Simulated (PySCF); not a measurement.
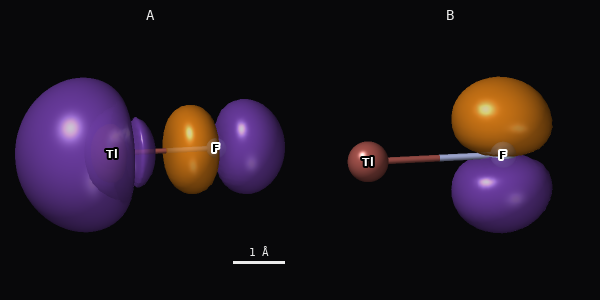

TlF. Two frontier orbitals, each drawn at the value that holds 80 % of its norm (orange and purple are the two phases), in no order; of a degenerate pair one member is drawn.

Core potentials replace the inner electrons of Tl.

These are results of PySCF, PBE0/def2-SVPD, non-relativistic Hamiltonian with scalar-relativistic core potentials where named, at a bond length of 2.137 Å, not measurements.

### Label each orbital by symmetry, say whether it is occupied, and order them by energy.

Orbital B: π, occupied, −8.80 eV; mainly on F (95 %).
Orbital A: σ, occupied, −8.01 eV; shared between the atoms (Tl 45 %, F 55 %).
